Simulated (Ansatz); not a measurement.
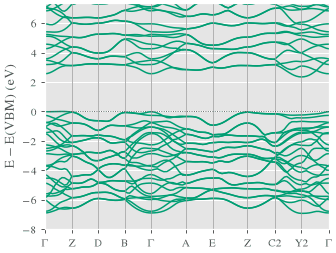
Band structure from DFT-r²SCAN in the program Ansatz with PAW potentials

Q: Read off the gap and where the band edges lie.

A: About 2.3 eV (2.34 eV by a search for the band edges); maximum on the Γ–Z line, 65 % of the way from Γ, minimum at Y2.

The material is TaNO in space group P2_1/c (No. 14; Ta on 4e, N on 4e, O on 4e).

The first step of the workflow began from a Materials Project structure, measured or hypothetical; the Crystallography Open Database files this formula in space group No. 14, but the cells were not matched. Whether it is the stable phase at ambient conditions was not checked. The cell was relaxed with r²SCAN under the symmetry of its start; whether a distortion lowers the energy is not shown. No spin polarisation was allowed. Scalar-relativistic: spin–orbit coupling is off unless named, which matters more the heavier the elements.

Potentials: the later of the program's two PAW sets.
